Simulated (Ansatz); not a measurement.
Input file:

```
crystal:
  periodic: [false, false, false]
  atoms:
    - {symbol: Ga, position_ang: [0.913368, -1.400471, 1.557109]}
    - {symbol: O, position_ang: [-1.974393, -4.492787, 1.038429]}
    - {symbol: O, position_ang: [0.353405, -3.388556, 2.173989]}
    - {symbol: O, position_ang: [-0.937465, -1.903246, 0.460330]}
    - {symbol: Si, position_ang: [-0.892524, -3.290498, 1.210124]}
    - {symbol: H, position_ang: [-2.706348, -4.341945, 0.424019]}
basis:
  gaussian:
    orbitals: def2-TZVPD
hamiltonian:
  xc: pbe0
output: {forces: true, orbitals: {seedname: orbitals}}
```

Launched as:

```sh
ansatz run input.yaml --threads 1 --pin off --max-ram 2610MiB --events-out events.jsonl --progress --plain --runs-dir runs
```

Geometry: B3LYP-D3(BJ)/def2-SVP.

Computed with isolated molecule in a Gaussian basis; Kohn-Sham density functional theory, functional PBE0 in Ansatz 0.2.0.

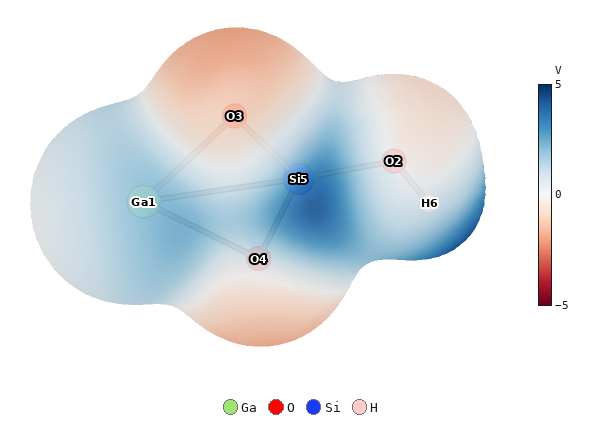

GaHO3Si. The electrostatic potential painted on the density surface at 0.004 e/bohr³, seen at a tilt; red is negative and blue positive.

Describe the electrostatic potential map.

Answer. The most negative region (about −1.9 V, or −44 kcal/mol for a unit charge) lies over O3, the most positive (about +4.5 V, or +104 kcal/mol for a unit charge) over H6. O3 is the likeliest acceptor of a hydrogen bond.

What dipole moment does the calculation give?

Answer. Its dipole moment is 1.88 D.
